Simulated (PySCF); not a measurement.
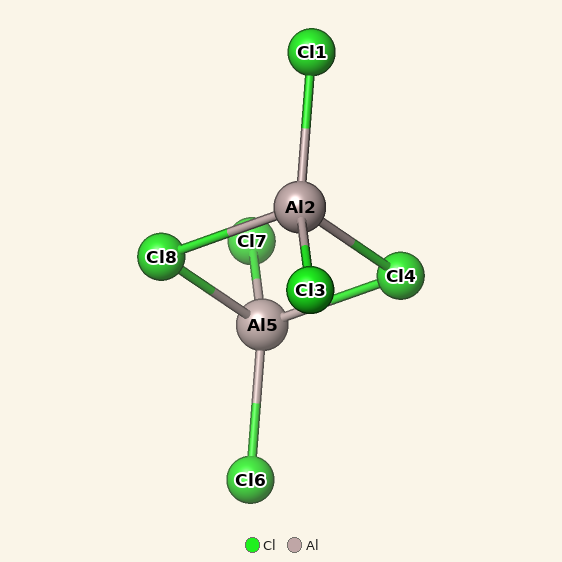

Depth is shown by fading: the farther an atom, the more it takes the colour of the background. Computed geometry: PBE0-D3(BJ)/def2-SVP optimisation. No frequency run is at hand to confirm it as a minimum.

Question: What is the conformation of the ring Al2–Cl4–Al5–Cl8?

Answer: It is planar. The Cremer–Pople amplitude Q is 0.00 Å.

Question: Give the torsion angles round the ring, beginning with the bond from its second to its third atom.

Answer: 0°, 0°, 0°, 0°.
